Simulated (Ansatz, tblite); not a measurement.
# Sn(OH)4 (SnH4O4): removing and adding an electron

What does removing or adding an electron cost or gain for Sn(OH)4 (SnH4O4)? Each charged state is run at several levels.

Program: Ansatz 0.2.0, Gaussian basis. Level of theory: as each input shows. These are calculated values, not measurements.

Plan: charge +1 doublet, at the geometry of the singlet (PBE0-D4/def2-TZVP, PBE-D4/def2-TZVP, r2SCAN-D4/def2-TZVP); charge -1 doublet, at the geometry of the singlet (PBE0-D4/def2-TZVPD, PBE-D4/def2-TZVPD, r2SCAN-D4/def2-TZVPD); the starting singlet's energies come from earlier runs.

2 further runs of the same task are left out: 2 set aside as unsound or not needed. Runs told in other sessions of the task aren't counted.

### 1 The relaxed structure

The geometry is that of the singlet, from an earlier relaxation (r2SCAN-D4/def2-SVP).

9 atoms, charge 0, spin multiplicity 1.

Atoms are counted from 1 here; the program's logs count them from 0.

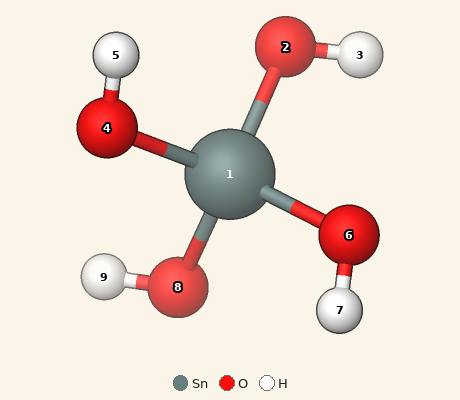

The structure; tin teal, oxygen red, hydrogen white; atoms are numbered from 1 in the order of the file.

Sn takes a core potential in the def2 sets. No spin-orbit coupling is included.

### 2 Charge +1 doublet at the fixed geometry, first pass, PBE0-D4/def2-SVP

in.yaml

```yaml
crystal:
  periodic: [false, false, false]
  atoms:
    - {symbol: Sn, position_ang: [-0.000467, 0.000344, -0.000210]}
    - {symbol: O, position_ang: [0.002177, 0.106121, 1.970925]}
    - {symbol: H, position_ang: [-0.796000, 0.560417, 2.280712]}
    - {symbol: O, position_ang: [1.897749, -0.101162, -0.532276]}
    - {symbol: H, position_ang: [2.451801, 0.347769, 0.124170]}
    - {symbol: O, position_ang: [-1.030477, 1.566495, -0.618999]}
    - {symbol: H, position_ang: [-1.427379, 1.382997, -1.483992]}
    - {symbol: O, position_ang: [-0.869051, -1.571321, -0.820150]}
    - {symbol: H, position_ang: [-0.228353, -2.291671, -0.920171]}
basis:
  gaussian: {orbitals: def2-SVP}
total_charge: 1
magnetization: {spin_polarized: true, initial_magnetization: 1}
hamiltonian: {xc: pbe0, dispersion: d4}
output: {orbitals: {seedname: orbitals}}
```

Launch:

```
$ ansatz run in.yaml --threads 4 --pin off --events-out ev --progress --plain --max-ram 3916MiB
```

Log:

```text
Functional definition: PBE0
  name "PBE0"
  cite "Adamo & Barone, J. Chem. Phys. 110, 6158 (1999) doi:10.1063/1.478522"
  cite "Perdew, Burke & Ernzerhof, Phys. Rev. Lett. 77, 3865 (1996) doi:10.1103/PhysRevLett.77.3865"
  parent pbe
  parameter a = 0.25
  parameter kappa = 0.804
  parameter beta = 0.06672455060314922
  exchange = (1 - a)*pbe_x(kappa = kappa, mu = beta*pi^2/3) + a*exact_x
  correlation = pbe_c(beta = beta)
1066 factors; integrals over basis functions are off by at most 6.8e-4 eV
mean field evaluation 1: about -14039.5041 eV, gradient 7.4e1 eV
mean field evaluation 2: about -13975.9409 eV, gradient 1.4e2 eV
mean field evaluation 4: about -14055.4547 eV, gradient 3.0e1 eV
mean field evaluation 8: about -14059.5988 eV, gradient 1.0e0 eV
mean field evaluation 16: about -14059.7973 eV, gradient 2.0e-1 eV
mean field evaluation 32: about -14059.7979 eV, gradient 7.4e-3 eV
mean field evaluation 64: about -14059.7704 eV, gradient 6.5e-1 eV
mean field -14059.79790344 eV, -516.6880428781 hartree, gradient 2.3e-6 eV, S^2 0.763639; 6 other end points of the search recorded, 0 dependent functions left out
reference -14059.79793305 eV, -516.6880439662 hartree; 29, 28 occupied and 73, 74 virtual orbitals, 1066 factors
Total energy: -14059.92900017 eV, -516.6928605941 hartree
```

It took 8 s on 4 threads of Arm Neoverse V2, shared host.

HOMO -14.30 eV, LUMO -13.11 eV (over both spins); ⟨S²⟩ 0.764 (pure: 0.75).

### 3 Charge +1 doublet at the fixed geometry, PBE0-D4/def2-TZVP

start.molden holds the orbitals of an earlier run on this state, given as this run's starting guess.

Changes to in.yaml since step 2:

```diff
@@ -13,3 +13,3 @@
 basis:
-  gaussian: {orbitals: def2-SVP}
+  gaussian: {orbitals: def2-TZVP, initial_orbitals: start.molden}
 total_charge: 1
@@ -17,2 +17,3 @@
 hamiltonian: {xc: pbe0, dispersion: d4}
+scf: {omitted_lower_state_checks: [starts]}
 output: {orbitals: {seedname: orbitals}}
```

The command is unchanged.

Log, shortened:

```text
Functional definition: PBE0
  name "PBE0"
  cite "Adamo & Barone, J. Chem. Phys. 110, 6158 (1999) doi:10.1063/1.478522"
  cite "Perdew, Burke & Ernzerhof, Phys. Rev. Lett. 77, 3865 (1996) doi:10.1103/PhysRevLett.77.3865"
  parent pbe
[...]
1241 factors; their error is unknown
[...]
mean field -14070.70745614 eV, -517.0889615451 hartree, gradient 2.6e-6 eV, S^2 0.764580; 0 other end points of the search recorded, 0 dependent functions left out
reference -14070.70748686 eV, -517.0889626740 hartree; 29, 28 occupied and 169, 170 virtual orbitals, 1241 factors
Total energy: -14070.83855398 eV, -517.0937793019 hartree
Checks for a lower state left out: starts
```

Wall time 13 s (4 threads of Arm Neoverse V2, shared host); peak memory 0.88 GiB.

From the report: HOMO -14.42 eV, LUMO -13.24 eV (over both spins); ⟨S²⟩ 0.765 (pure: 0.75).

### 4 Charge +1 doublet at the fixed geometry, PBE-D4/def2-TZVP

Changes to in.yaml since step 3:

```diff
@@ -16,3 +16,3 @@
 magnetization: {spin_polarized: true, initial_magnetization: 1}
-hamiltonian: {xc: pbe0, dispersion: d4}
+hamiltonian: {xc: pbe, dispersion: d4}
 scf: {omitted_lower_state_checks: [starts]}
```

Launched as before.

Log:

```text
Functional definition: PBE
  name "PBE"
  cite "Perdew, Burke & Ernzerhof, Phys. Rev. Lett. 77, 3865 (1996) doi:10.1103/PhysRevLett.77.3865"
  parent pbe
  parameter kappa = 0.804
  parameter beta = 0.06672455060314922
  exchange = pbe_x(kappa = kappa, mu = beta*pi^2/3)
  correlation = pbe_c(beta = beta)
these checks for a lower state are left out or cut short: starts
1168 factors; their error is unknown
mean field evaluation 1: about -14071.4833 eV, gradient 7.7e0 eV
mean field evaluation 2: about -14071.6648 eV, gradient 2.6e-1 eV
mean field evaluation 4: about -14071.6560 eV, gradient 2.0e-2 eV
mean field evaluation 8: about -14071.6561 eV, gradient 2.5e-5 eV
mean field -14071.65605495 eV, -517.1238219082 hartree, gradient 2.5e-5 eV, S^2 0.753210; 0 other end points of the search recorded, 0 dependent functions left out
reference -14071.65609829 eV, -517.1238235011 hartree; 29, 28 occupied and 169, 170 virtual orbitals, 1168 factors
Total energy: -14071.81034940 eV, -517.1294921249 hartree
Checks for a lower state left out: starts
```

Run time: 3.2 s. Hardware: 4 threads of Arm Neoverse V2, shared host.

HOMO -13.36 eV, LUMO -13.35 eV (over both spins); ⟨S²⟩ 0.753 (pure: 0.75).

### 5 Charge +1 doublet at the fixed geometry, r2SCAN-D4/def2-TZVP

Changes to in.yaml since step 4:

```diff
@@ -16,3 +16,3 @@
 magnetization: {spin_polarized: true, initial_magnetization: 1}
-hamiltonian: {xc: pbe, dispersion: d4}
+hamiltonian: {xc: r2scan, dispersion: d4}
 scf: {omitted_lower_state_checks: [starts]}
```

Same command.

Log:

```text
Functional definition: r2SCAN
  name "r2SCAN"
  cite "Furness, Kaplan, Ning, Perdew & Sun, J. Phys. Chem. Lett. 11, 8208 (2020) doi:10.1021/acs.jpclett.0c02405"
  cite "Furness, Kaplan, Ning, Perdew & Sun, J. Phys. Chem. Lett. 11, 9248 (2020) doi:10.1021/acs.jpclett.0c03077"
  parent r2scan
  parameter k0 = 0.174
  parameter k1 = 0.065
  parameter a1 = 4.9479
  exchange = r2scan_x(k0 = k0, k1 = k1, a1 = a1)
  correlation = r2scan_c
these checks for a lower state are left out or cut short: starts
1168 factors; their error is unknown
mean field evaluation 1: about -14078.1599 eV, gradient 4.2e0 eV
mean field evaluation 2: about -14078.2130 eV, gradient 8.8e-2 eV
mean field evaluation 4: about -14078.2013 eV, gradient 8.7e-3 eV
mean field evaluation 8: about -14078.2013 eV, gradient 1.6e-5 eV
mean field -14078.20126033 eV, -517.3643537696 hartree, gradient 1.7e-5 eV, S^2 0.757128; 0 other end points of the search recorded, 0 dependent functions left out
reference -14078.20127322 eV, -517.3643542433 hartree; 29, 28 occupied and 169, 170 virtual orbitals, 1168 factors
Total energy: -14078.23838752 eV, -517.3657181685 hartree
Checks for a lower state left out: starts
```

Wall time 8.5 s (4 threads of Arm Neoverse V2, shared host).

HOMO -13.56 eV, LUMO -13.54 eV (over both spins); ⟨S²⟩ 0.757 (pure: 0.75).

### 6 Vertical ionisation energy

Charged state less starting state, singlet to doublet; the starting state's energies are those of its earlier runs.

| level | vertical ionisation energy (eV) | time |
| --- | --- | --- |
| PBE-D4/def2-TZVP | +10.37 | 5.1 s |
| r2SCAN-D4/def2-TZVP | +10.67 | 11 s |
| PBE0-D4/def2-TZVP | +11.21 | 15 s |

Times add the two runs; a level without a time comes out of a correlated run.

Beside −ε(HOMO) of the starting state:

| level | −ε(HOMO) (eV) | by difference (eV) | mismatch (eV) |
| --- | --- | --- | --- |
| PBE-D4/def2-TZVP | 7.38 | 10.37 | -2.99 |
| r2SCAN-D4/def2-TZVP | 7.80 | 10.67 | -2.87 |
| PBE0-D4/def2-TZVP | 9.16 | 11.21 | -2.05 |

### 7 Charge -1 doublet at the fixed geometry, first pass, PBE0-D4/def2-SVP

Changes to in.yaml since step 5:

```diff
@@ -13,7 +13,6 @@
 basis:
-  gaussian: {orbitals: def2-TZVP, initial_orbitals: start.molden}
-total_charge: 1
+  gaussian: {orbitals: def2-SVP}
+total_charge: -1
 magnetization: {spin_polarized: true, initial_magnetization: 1}
-hamiltonian: {xc: r2scan, dispersion: d4}
-scf: {omitted_lower_state_checks: [starts]}
+hamiltonian: {xc: pbe0, dispersion: d4}
 output: {orbitals: {seedname: orbitals}}
```

Same command.

Log:

```text
Functional definition: PBE0
  name "PBE0"
  cite "Adamo & Barone, J. Chem. Phys. 110, 6158 (1999) doi:10.1063/1.478522"
  cite "Perdew, Burke & Ernzerhof, Phys. Rev. Lett. 77, 3865 (1996) doi:10.1103/PhysRevLett.77.3865"
  parent pbe
  parameter a = 0.25
  parameter kappa = 0.804
  parameter beta = 0.06672455060314922
  exchange = (1 - a)*pbe_x(kappa = kappa, mu = beta*pi^2/3) + a*exact_x
  correlation = pbe_c(beta = beta)
1066 factors; integrals over basis functions are off by at most 6.8e-4 eV
mean field evaluation 1: about -14063.0519 eV, gradient 4.5e1 eV
mean field evaluation 2: about -14052.3305 eV, gradient 7.0e1 eV
mean field evaluation 4: about -14070.1197 eV, gradient 1.0e0 eV
mean field evaluation 8: about -14070.3447 eV, gradient 2.8e-2 eV
mean field evaluation 16: about -14070.3447 eV, gradient 3.8e-5 eV
mean field -14070.34468000 eV, -517.0756297678 hartree, gradient 3.8e-5 eV, S^2 0.752669; 0 other end points of the search recorded, 0 dependent functions left out
reference -14070.34471084 eV, -517.0756309012 hartree; 30, 29 occupied and 72, 73 virtual orbitals, 1066 factors
Total energy: -14070.51192543 eV, -517.0817759242 hartree
```

Run time: 2 s. Hardware: 4 threads of Arm Neoverse V2, shared host.

HOMO 2.37 eV, LUMO 4.42 eV (over both spins); ⟨S²⟩ 0.753 (pure: 0.75). Doubts: highest occupied level lies above zero.

### 8 Charge -1 doublet at the fixed geometry, PBE0-D4/def2-TZVPD

Changes to in.yaml since step 7:

```diff
@@ -13,3 +13,3 @@
 basis:
-  gaussian: {orbitals: def2-SVP}
+  gaussian: {orbitals: def2-TZVPD, initial_orbitals: start.molden}
 total_charge: -1
@@ -17,2 +17,3 @@
 hamiltonian: {xc: pbe0, dispersion: d4}
+scf: {omitted_lower_state_checks: [starts]}
 output: {orbitals: {seedname: orbitals}}
```

Same command.

Log:

```text
Functional definition: PBE0
  name "PBE0"
  cite "Adamo & Barone, J. Chem. Phys. 110, 6158 (1999) doi:10.1063/1.478522"
  cite "Perdew, Burke & Ernzerhof, Phys. Rev. Lett. 77, 3865 (1996) doi:10.1103/PhysRevLett.77.3865"
  parent pbe
  parameter a = 0.25
  parameter kappa = 0.804
  parameter beta = 0.06672455060314922
  exchange = (1 - a)*pbe_x(kappa = kappa, mu = beta*pi^2/3) + a*exact_x
  correlation = pbe_c(beta = beta)
these checks for a lower state are left out or cut short: starts
1428 factors; their error is unknown
mean field evaluation 1: about -14075.8488 eV, gradient 1.3e2 eV
mean field evaluation 2: about -14081.5855 eV, gradient 7.3e0 eV
mean field evaluation 4: about -14082.4781 eV, gradient 2.2e-2 eV
mean field evaluation 8: about -14082.5683 eV, gradient 1.4e-5 eV
mean field -14082.56828406 eV, -517.5248389317 hartree, gradient 1.4e-5 eV, S^2 0.751539; 0 other end points of the search recorded, 0 dependent functions left out
reference -14082.56832514 eV, -517.5248404412 hartree; 30, 29 occupied and 222, 223 virtual orbitals, 1428 factors
Total energy: -14082.73553973 eV, -517.5309854642 hartree
Checks for a lower state left out: starts
```

Wall time 9 s (4 threads of Arm Neoverse V2, shared host); peak memory 0.94 GiB.

HOMO 0.97 eV, LUMO 2.49 eV (over both spins); ⟨S²⟩ 0.752 (pure: 0.75). Doubts: highest occupied level lies above zero.

### 9 Charge -1 doublet at the fixed geometry, PBE-D4/def2-TZVPD

Changes to in.yaml since step 8:

```diff
@@ -16,3 +16,3 @@
 magnetization: {spin_polarized: true, initial_magnetization: 1}
-hamiltonian: {xc: pbe0, dispersion: d4}
+hamiltonian: {xc: pbe, dispersion: d4}
 scf: {omitted_lower_state_checks: [starts]}
```

The command is unchanged.

Log:

```text
Functional definition: PBE
  name "PBE"
  cite "Perdew, Burke & Ernzerhof, Phys. Rev. Lett. 77, 3865 (1996) doi:10.1103/PhysRevLett.77.3865"
  parent pbe
  parameter kappa = 0.804
  parameter beta = 0.06672455060314922
  exchange = pbe_x(kappa = kappa, mu = beta*pi^2/3)
  correlation = pbe_c(beta = beta)
these checks for a lower state are left out or cut short: starts
1344 factors; their error is unknown
mean field evaluation 1: about -14082.7451 eV, gradient 7.7e0 eV
mean field evaluation 2: about -14082.9119 eV, gradient 2.1e-1 eV
mean field evaluation 4: about -14082.9009 eV, gradient 1.1e-3 eV
mean field -14082.90085624 eV, -517.5370607339 hartree, gradient 2.2e-5 eV, S^2 0.750446; 0 other end points of the search recorded, 0 dependent functions left out
reference -14082.90091026 eV, -517.5370627189 hartree; 30, 29 occupied and 222, 223 virtual orbitals, 1344 factors
Total energy: -14083.09733384 eV, -517.5442811523 hartree
Checks for a lower state left out: starts
```

Run time: 4.4 s. Hardware: 4 threads of Arm Neoverse V2, shared host.

Report: HOMO 1.38 eV, LUMO 1.70 eV (over both spins); ⟨S²⟩ 0.750 (pure: 0.75). Doubts: highest occupied level lies above zero.

### 10 Charge -1 doublet at the fixed geometry, r2SCAN-D4/def2-TZVPD

Changes to in.yaml since step 9:

```diff
@@ -16,3 +16,3 @@
 magnetization: {spin_polarized: true, initial_magnetization: 1}
-hamiltonian: {xc: pbe, dispersion: d4}
+hamiltonian: {xc: r2scan, dispersion: d4}
 scf: {omitted_lower_state_checks: [starts]}
```

Launched as before.

Log:

```text
Functional definition: r2SCAN
  name "r2SCAN"
  cite "Furness, Kaplan, Ning, Perdew & Sun, J. Phys. Chem. Lett. 11, 8208 (2020) doi:10.1021/acs.jpclett.0c02405"
  cite "Furness, Kaplan, Ning, Perdew & Sun, J. Phys. Chem. Lett. 11, 9248 (2020) doi:10.1021/acs.jpclett.0c03077"
  parent r2scan
  parameter k0 = 0.174
  parameter k1 = 0.065
  parameter a1 = 4.9479
  exchange = r2scan_x(k0 = k0, k1 = k1, a1 = a1)
  correlation = r2scan_c
these checks for a lower state are left out or cut short: starts
1344 factors; their error is unknown
mean field evaluation 1: about -14089.4761 eV, gradient 4.2e0 eV
mean field evaluation 2: about -14089.5212 eV, gradient 5.5e-2 eV
mean field evaluation 4: about -14089.5080 eV, gradient 3.2e-4 eV
mean field -14089.50799694 eV, -517.7798686760 hartree, gradient 2.3e-5 eV, S^2 0.751395; 0 other end points of the search recorded, 0 dependent functions left out
reference -14089.50802955 eV, -517.7798698744 hartree; 30, 29 occupied and 222, 223 virtual orbitals, 1344 factors
Total energy: -14089.55626855 eV, -517.7816426251 hartree
Checks for a lower state left out: starts
```

Run time: 11 s. Hardware: 4 threads of Arm Neoverse V2, shared host.

From the report: HOMO 1.44 eV, LUMO 2.06 eV (over both spins); ⟨S²⟩ 0.751 (pure: 0.75). Doubts: highest occupied level lies above zero.

### 11 Vertical electron affinity

Starting state less charged state (positive: the electron is bound), singlet to doublet; the starting state's energies are those of its earlier runs.

| level | vertical electron affinity (eV) | time |
| --- | --- | --- |
| PBE-D4/def2-TZVPD | +0.74 | 7 s |
| r2SCAN-D4/def2-TZVPD | +0.51 | 15 s |
| PBE0-D4/def2-TZVPD | +0.54 | 13 s |

Times add the two runs; a level without a time comes out of a correlated run.

Beside −ε(LUMO) of the starting state:

| level | −ε(LUMO) (eV) | by difference (eV) | mismatch (eV) |
| --- | --- | --- | --- |
| PBE-D4/def2-TZVPD | 3.06 | 0.74 | +2.33 |
| r2SCAN-D4/def2-TZVPD | 2.75 | 0.51 | +2.24 |
| PBE0-D4/def2-TZVPD | 2.12 | 0.54 | +1.58 |

### 12 Outcome

```
                                             quantity                                 value
 vertical ionisation energy, functionals in def2-TZVP  10.37 (PBE-D4) to 11.21 eV (PBE0-D4)
vertical electron affinity, functionals in def2-TZVPD  0.51 (r2SCAN-D4) to 0.74 eV (PBE-D4)
```

What this shows: The vertical ionisation energy spans 10.37 to 11.21 eV over the functionals. −ε(HOMO) misses the level's own difference by -2.05 eV at best (PBE0-D4) and -2.99 eV at worst (PBE-D4). The vertical electron affinity spans 0.51 to 0.74 eV over the functionals. The anion's highest level lies above zero where self-interaction lifts it, so diffuse functions weigh on these values. −ε(LUMO) misses the level's own difference by +1.58 eV at best (PBE0-D4) and +2.33 eV at worst (PBE-D4).

The anion's highest level is positive in at least one run, so there the basis alone may hold the extra electron.
